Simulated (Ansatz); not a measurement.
# SiH4O4 (SMILES O[Si](O)(O)O): HF/def2-SVP

What is the vertical ionisation energy of SiH4O4 at HF/def2-SVP? 

Program for the calculation: Ansatz 0.2.0.

59 further runs of the same task are left out: 1 that didn't finish, 58 set aside as unsound or not needed.

### 1 The molecule

SiH4O4: 9 atoms, total charge 0, spin state singlet. As SMILES, `O[Si](O)(O)O`. The coordinates come from a PBE0-D4/def2-TZVP relaxation. This is one conformer, not always the lowest.

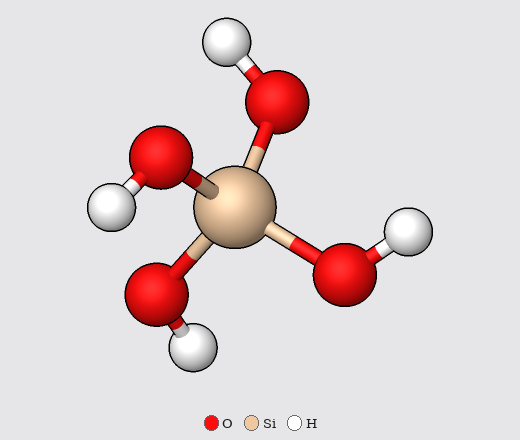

Viewed from a chosen angle; oxygen red, silicon light orange, hydrogen white.

### 2 The energy at HF/def2-SVP

Input file molecule.yaml:

```yaml
crystal:
  periodic: [false, false, false]
  atoms:
    - symbol: O
      position_ang: [-0.969050, 0.776350, -1.057560]
    - symbol: Si
      position_ang: [0.000010, 0.000030, -0.000040]
    - symbol: O
      position_ang: [1.527610, 0.433680, -0.372150]
    - symbol: O
      position_ang: [-0.043140, -1.629280, -0.059900]
    - symbol: O
      position_ang: [-0.515400, 0.419370, 1.489460]
    - symbol: H
      position_ang: [-0.639460, 0.869750, -1.952330]
    - symbol: H
      position_ang: [2.226280, -0.135170, -0.046190]
    - symbol: H
      position_ang: [-0.768040, -2.056130, 0.398680]
    - symbol: H
      position_ang: [-0.818790, 1.321420, 1.600040]
basis:
  gaussian:
    orbitals: def2-SVP
hamiltonian:
  xc: hf
accuracy: high
output: {orbitals: {seedname: orbitals}}
```

Started as:

```console
$ ansatz run molecule.yaml --threads 1 --pin off --max-ram 3480MiB --events-out events.jsonl --progress --plain --runs-dir runs
```

The log of the run:

```text
Warning: RAYON_NUM_THREADS=1 ignored (pool sized by the plan → 1); use --threads N
Functional definition: HF
  name "HF"
  exchange = exact_x
  correlation = 0
2020 factors; integrals over basis functions are off by at most 3.8e-9 eV
mean field evaluation 1: about -16065.5677 eV, gradient 5.4e1 eV
mean field evaluation 2: about -16065.5815 eV, gradient 5.4e1 eV
mean field evaluation 4: about -16070.7659 eV, gradient 2.6e0 eV
mean field evaluation 8: about -16070.7867 eV, gradient 8.7e-2 eV
mean field -16070.78670669 eV, -590.5905183004 hartree, gradient 6.4e-9 eV, S^2 0.000000; 0 other end points of the search recorded, 0 dependent functions left out
reference -16070.78670669 eV, -590.5905183004 hartree; 25, 25 occupied and 69, 69 virtual orbitals, 2020 factors
Total energy: -16070.78670669 eV, -590.5905183004 hartree
```

It took 1.7 s on 1 thread of Intel Xeon 6975P-C (Granite Rapids), shared host; peak memory 0.28 GiB.

### 3 The doublet cation

Input file run.yaml:

```yaml
crystal:
  periodic: [false, false, false]
  atoms:
    - symbol: O
      position_ang: [-0.969050, 0.776350, -1.057560]
    - symbol: Si
      position_ang: [0.000010, 0.000030, -0.000040]
    - symbol: O
      position_ang: [1.527610, 0.433680, -0.372150]
    - symbol: O
      position_ang: [-0.043140, -1.629280, -0.059900]
    - symbol: O
      position_ang: [-0.515400, 0.419370, 1.489460]
    - symbol: H
      position_ang: [-0.639460, 0.869750, -1.952330]
    - symbol: H
      position_ang: [2.226280, -0.135170, -0.046190]
    - symbol: H
      position_ang: [-0.768040, -2.056130, 0.398680]
    - symbol: H
      position_ang: [-0.818790, 1.321420, 1.600040]
basis:
  gaussian: {orbitals: def2-SVP}
total_charge: 1
magnetization: {spin_polarized: true, initial_magnetization: 1}
hamiltonian: {xc: hf}
accuracy: high
output: {orbitals: {seedname: orbitals}}
```

Started as:

```console
$ ansatz run run.yaml --threads 1 --pin off --max-ram 3480MiB --events-out events.jsonl --progress --plain --runs-dir runs
```

The log of the run (excerpt; [...] marks lines left out):

```text
Warning: RAYON_NUM_THREADS=1 ignored (pool sized by the plan → 1); use --threads N
[... 2 set-up lines as earlier in the session ...]
[...]
2019 factors; integrals over basis functions are off by at most 3.8e-9 eV
[...]
mean field -16059.67463518 eV, -590.1821572046 hartree, gradient 2.0e-8 eV, S^2 0.757273; 4 other end points of the search recorded, 0 dependent functions left out
reference -16059.67463518 eV, -590.1821572046 hartree; 25, 24 occupied and 69, 70 virtual orbitals, 2019 factors
Total energy: -16059.67463518 eV, -590.1821572046 hartree
```

Wall time 11 s (1 thread of Intel Xeon 6975P-C (Granite Rapids), shared host); peak memory 0.4 GiB.

### 4 Summary of results

At HF/def2-SVP:

| quantity | value |
| --- | --- |
| singlet SiH4O4: total energy | -590.59052 Eh |
| singlet SiH4O4: HOMO energy | -13.55 eV |
| singlet SiH4O4: LUMO energy | 4.31 eV |
| singlet SiH4O4: HOMO–LUMO gap | 17.86 eV |
| doublet cation: total energy | -590.18216 Eh |
| doublet cation: HOMO energy (highest over α and β) | -19.11 eV |
| doublet cation: LUMO energy (lowest over α and β) | -8.72 eV |
| doublet cation: ⟨S²⟩ | 0.757 |
| vertical ionisation energy (to the doublet cation) | 11.112 eV |

**Reading.** Removing an electron at fixed nuclei costs 11.11 eV (256 kcal/mol). The negative HOMO energy of the first species, 13.55 eV, lies 2.43 eV above that difference.
